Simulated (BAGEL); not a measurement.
# triplet CH3FMgS at 5 levels

We compute a comparison of 5 runs (UHF/3-21G, ROHF/6-31G*, UHF/6-31G*, ROHF/cc-pVDZ, UHF/cc-pVDZ) of triplet CH3FMgS. 

Program for the calculation: BAGEL 1.2.2.

1 further run of the same task is left out (set aside as unsound or not needed). Runs told in other sessions of the task aren't counted.

### Step 1. The molecule

CH3FMgS has 7 atoms, charge 0, and is taken as a triplet. SMILES of the parent species: `C[S][Mg][F]`. The shape is that of a PBE0-D4/def2-TZVP optimisation. That shape belongs to the parent species and isn't relaxed for this state.

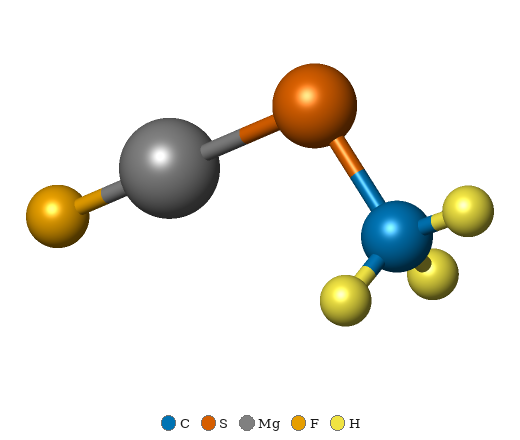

Viewed from a chosen angle; carbon blue, sulfur orange, magnesium grey, fluorine amber, hydrogen yellow.

### Step 2. A single-point energy at UHF/3-21G (density fitting with qzvpp-jkfit) (run 1)

job.json

```json
{ "bagel": [

{
  "title": "molecule",
  "basis": "3-21g",
  "df_basis": "qzvpp-jkfit",
  "angstrom": true,
  "geometry": [
    { "atom": "C", "xyz": [      -0.518400,       1.063300,      -0.200600 ] },
    { "atom": "S", "xyz": [       0.436900,       0.356000,       1.188100 ] },
    { "atom": "Mg", "xyz": [       0.928500,      -1.751200,       0.484100 ] },
    { "atom": "F", "xyz": [       1.306600,      -3.373200,      -0.058600 ] },
    { "atom": "H", "xyz": [      -1.441800,       0.514000,      -0.382000 ] },
    { "atom": "H", "xyz": [      -0.780000,       2.081500,       0.086600 ] },
    { "atom": "H", "xyz": [       0.068300,       1.109600,      -1.117500 ] }
  ]
},

{
  "title": "uhf",
  "nopen": 2
},

{
  "title": "print",
  "file": "orbitals.molden",
  "orbitals": true
}

]}
```

Started as:

```bash
$ BAGEL_NUM_THREADS=1 BAGEL job.json > job.out
```

Output:

```text
* using 1 threads per process

  ===============================================================
  ===============================================================

  *** Geometry ***

  { "atom" : "C", "xyz" : [     -0.979634,      2.009346,     -0.379079 ] },
  { "atom" : "S", "xyz" : [      0.825621,      0.672743,      2.245184 ] },
  { "atom" : "Mg", "xyz" : [      1.754611,     -3.309288,      0.914816 ] },
  { "atom" : "F", "xyz" : [      2.469116,     -6.374424,     -0.110738 ] },
  { "atom" : "H", "xyz" : [     -2.724607,      0.971319,     -0.721875 ] },
  { "atom" : "H", "xyz" : [     -1.473986,      3.933465,      0.163650 ] },
  { "atom" : "H", "xyz" : [      0.129068,      2.096840,     -2.111769 ] },

  Number of auxiliary basis functions:      446

  Since a DF basis is specified, we compute 2- and 3-index integrals:
    o Being stored without compression. Storage requirement is 0.009 GB

  Number of basis functions:       50
  Number of electrons      :       46

    * METHOD: MOLECULE                             0.10

  *** Open-shell HF ***

  === Nuclear Repulsion ===
   169.8729914696

      * DIIS with orbital gradients will be used.

  === UHF iteration (3-21g) ===
      0       -732.12269298          0.05016614           0.05
      1       -732.23613880          0.03693460           0.04
      2       -732.27589517          0.02302138           0.04
      3       -732.29968920          0.00134222           0.04
      4       -732.30029147          0.00039054           0.04
      5       -732.30037432          0.00009082           0.04
      6       -732.30038734          0.00005510           0.04
      7       -732.30039564          0.00004018           0.04
      8       -732.30040104          0.00002642           0.04
      9       -732.30040362          0.00000785           0.04
     10       -732.30040370          0.00000261           0.04
     11       -732.30040379          0.00000130           0.04
     12       -732.30040385          0.00000083           0.04
     13       -732.30040389          0.00000046           0.05
     14       -732.30040391          0.00000020           0.05
     15       -732.30040391          0.00000012           0.05
     16       -732.30040391          0.00000008           0.05
     17       -732.30040391          0.00000004           0.04
     18       -732.30040391          0.00000002           0.04
     19       -732.30040391          0.00000001           0.04
    * SCF iteration converged.

    * S^2 (UHF) is 2.0076

    * Permanent dipole moment:
           (    0.976758,    -2.577508,    -0.089258) a.u.

    * METHOD: UHF                                  0.93

    * METHOD: PRINT                                0.00

  ===============================================================
```

Wall time 1.2 s (1 thread of Intel Xeon 6975P-C (Granite Rapids), shared host).

### Step 3. A single-point energy at ROHF/6-31G(d) (density fitting with qzvpp-jkfit, spherical functions) (run 2)

job.json: that of step 2 with these lines changed.

```diff
@@ -4,3 +4,3 @@
   "title": "molecule",
-  "basis": "3-21g",
+  "basis": "6-31gs.json",
   "df_basis": "qzvpp-jkfit",
@@ -19,3 +19,3 @@
 {
-  "title": "uhf",
+  "title": "rohf",
   "nopen": 2
```

The basis set 6-31G* is read from a file made from the Basis Set Exchange's data (not shown).

Started as:

```bash
$ BAGEL_NUM_THREADS=1 BAGEL job.json > job.out
```

Output:

```text
* using 1 threads per process

  ===============================================================
  ===============================================================

  *** Geometry ***

  { "atom" : "C", "xyz" : [     -0.979634,      2.009346,     -0.379079 ] },
  { "atom" : "S", "xyz" : [      0.825621,      0.672743,      2.245184 ] },
  { "atom" : "Mg", "xyz" : [      1.754611,     -3.309288,      0.914816 ] },
  { "atom" : "F", "xyz" : [      2.469116,     -6.374424,     -0.110738 ] },
  { "atom" : "H", "xyz" : [     -2.724607,      0.971319,     -0.721875 ] },
  { "atom" : "H", "xyz" : [     -1.473986,      3.933465,      0.163650 ] },
  { "atom" : "H", "xyz" : [      0.129068,      2.096840,     -2.111769 ] },

  Number of auxiliary basis functions:      446

  Since a DF basis is specified, we compute 2- and 3-index integrals:
    o Being stored without compression. Storage requirement is 0.017 GB

  Number of basis functions:       70
  Number of electrons      :       46

    * METHOD: MOLECULE                             0.14

  *** Open-shell HF ***

  === Nuclear Repulsion ===
   169.8729914696

      * DIIS with orbital gradients will be used.

  === ROHF iteration (6-31gs.json) ===
      0       -735.89684270          0.04203570           0.07
      1       -736.03007137          0.03105567           0.07
      2       -736.08302912          0.01997584           0.06
      3       -736.12103122          0.00119980           0.06
      4       -736.12161149          0.00030400           0.07
      5       -736.12167786          0.00010235           0.07
      6       -736.12169056          0.00005227           0.07
      7       -736.12169574          0.00004082           0.07
      8       -736.12170008          0.00003341           0.07
      9       -736.12170669          0.00002193           0.07
     10       -736.12170912          0.00001130           0.07
     11       -736.12170839          0.00000406           0.07
     12       -736.12170796          0.00000150           0.06
     13       -736.12170797          0.00000042           0.06
     14       -736.12170797          0.00000016           0.07
     15       -736.12170798          0.00000008           0.07
     16       -736.12170798          0.00000005           0.08
     17       -736.12170799          0.00000004           0.07
     18       -736.12170799          0.00000002           0.07
     19       -736.12170799          0.00000001           0.06
     20       -736.12170799          0.00000001           0.06
    * SCF iteration converged.

    * S^2 (ROHF) is 2.0000

    * Permanent dipole moment:
           (    1.024391,    -2.879930,    -0.237507) a.u.

    * METHOD: ROHF                                 1.52

    * METHOD: PRINT                                0.01

  ===============================================================
```

Wall time 1.8 s (1 thread of Intel Xeon 6975P-C (Granite Rapids), shared host).

Runs 3 to 4 aren't shown in full; the table further down has their settings and results.

### Step 4. A single-point energy at UHF/cc-pVDZ (density fitting with qzvpp-jkfit) (run 5)

hf.json

```json
{ "bagel" : [

{
  "title" : "molecule",
  "basis" : "cc-pvdz.json",
  "df_basis" : "qzvpp-jkfit",
  "angstrom" : true,
  "geometry" : [
    { "atom" : "C", "xyz" : [   -0.518400,    1.063300,   -0.200600 ] },
    { "atom" : "S", "xyz" : [    0.436900,    0.356000,    1.188100 ] },
    { "atom" : "Mg", "xyz" : [    0.928500,   -1.751200,    0.484100 ] },
    { "atom" : "F", "xyz" : [    1.306600,   -3.373200,   -0.058600 ] },
    { "atom" : "H", "xyz" : [   -1.441800,    0.514000,   -0.382000 ] },
    { "atom" : "H", "xyz" : [   -0.780000,    2.081500,    0.086600 ] },
    { "atom" : "H", "xyz" : [    0.068300,    1.109600,   -1.117500 ] }
  ]
},
{
  "title" : "uhf",
  "nopen" : 2
},
{
  "title" : "print",
  "file" : "orbitals.molden",
  "orbitals" : true
}

]}
```

The basis set cc-pVDZ is read from a file made from the Basis Set Exchange's data (not shown).

Started as:

```bash
$ BAGEL_NUM_THREADS=1 BAGEL hf.json > hf.out
```

Output:

```text
* using 1 threads per process

  ===============================================================
  ===============================================================

  *** Geometry ***

  { "atom" : "C", "xyz" : [     -0.979634,      2.009346,     -0.379079 ] },
  { "atom" : "S", "xyz" : [      0.825621,      0.672743,      2.245184 ] },
  { "atom" : "Mg", "xyz" : [      1.754611,     -3.309288,      0.914816 ] },
  { "atom" : "F", "xyz" : [      2.469116,     -6.374424,     -0.110738 ] },
  { "atom" : "H", "xyz" : [     -2.724607,      0.971319,     -0.721875 ] },
  { "atom" : "H", "xyz" : [     -1.473986,      3.933465,      0.163650 ] },
  { "atom" : "H", "xyz" : [      0.129068,      2.096840,     -2.111769 ] },

  Number of auxiliary basis functions:      446

  Since a DF basis is specified, we compute 2- and 3-index integrals:
    o Being stored without compression. Storage requirement is 0.022 GB

  Number of basis functions:       79
  Number of electrons      :       46

    * METHOD: MOLECULE                             0.13

  *** Open-shell HF ***

  === Nuclear Repulsion ===
   169.8729914696

      * DIIS with orbital gradients will be used.

  === UHF iteration (cc-pvdz.json) ===
      0       -735.91602025          0.03199036           0.08
      1       -736.06987188          0.02219995           0.07
      2       -736.12898530          0.01336448           0.07
      3       -736.16950187          0.00136015           0.08
      4       -736.17029615          0.00043482           0.08
      5       -736.17036862          0.00012018           0.08
      6       -736.17038323          0.00004394           0.08
      7       -736.17038649          0.00001914           0.08
      8       -736.17038790          0.00001328           0.08
      9       -736.17038857          0.00001150           0.07
     10       -736.17038923          0.00000938           0.08
     11       -736.17038986          0.00000463           0.07
     12       -736.17038992          0.00000224           0.08
     13       -736.17038998          0.00000112           0.09
     14       -736.17039003          0.00000056           0.09
     15       -736.17039005          0.00000029           0.09
     16       -736.17039005          0.00000013           0.07
     17       -736.17039005          0.00000008           0.08
     18       -736.17039005          0.00000005           0.07
     19       -736.17039005          0.00000004           0.08
     20       -736.17039005          0.00000003           0.08
     21       -736.17039005          0.00000002           0.09
     22       -736.17039005          0.00000001           0.09
    * SCF iteration converged.

    * S^2 (UHF) is 2.0122

    * Permanent dipole moment:
           (    1.069838,    -2.955529,    -0.205536) a.u.

    * METHOD: UHF                                  1.93

    * METHOD: PRINT                                0.01

  ===============================================================
```

Run time: 2.2 s. Hardware: 1 thread of Intel Xeon 6975P-C (Granite Rapids), shared host.

### Step 5. The series

```csv
run,level,energy (Eh),dipole moment (D),⟨S²⟩,wall time
1,UHF/3-21G (density fitting with qzvpp-jkfit),-732.300404,7.01,2.008,1.2 s
2,"ROHF/6-31G* (density fitting with qzvpp-jkfit, spherical functions)",-736.121708,7.79,2.000,1.8 s
3,"UHF/6-31G* (density fitting with qzvpp-jkfit, spherical functions)",-736.126530,7.80,2.012,1.9 s
4,ROHF/cc-pVDZ (density fitting with qzvpp-jkfit),-736.165510,8.00,2.000,2.2 s
5,UHF/cc-pVDZ (density fitting with qzvpp-jkfit),-736.170390,8.01,2.012,2.2 s
```

### Step 6. What came out

```
            quantity          value
 run 5: total energy  -736.17039 Eh
run 5: dipole moment         8.01 D
         run 5: ⟨S²⟩          2.012
```

What this shows: The dipole moment (its size) runs from 7.01 D (UHF/3-21G) to 8.01 D (UHF/cc-pVDZ). All runs together took 9.3 s, the longest 2.2 s.
